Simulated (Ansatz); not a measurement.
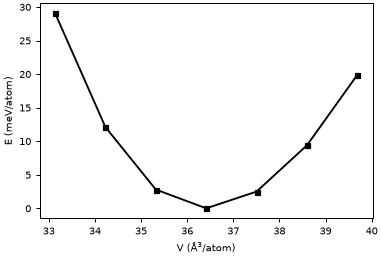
AgI (wurtzite, space group No. 186) under volume change, the program Ansatz at the PBE level (PAW), shape and atoms relaxed at each volume.

**Question.** What does a third-order Birch–Murnaghan fit give for V₀, B₀ and B′?

**Answer.** V₀ = 36.42 Å³/atom, B₀ = 25.9 GPa, B′ = 5.3.

Space group P6_3mc (wurtzite). The PBE relaxation kept the symmetry of its start. The run is not spin-polarised. Scalar-relativistic: spin–orbit coupling is off unless named, which matters more the heavier the elements.

Potentials: the later of the program's two PAW sets.
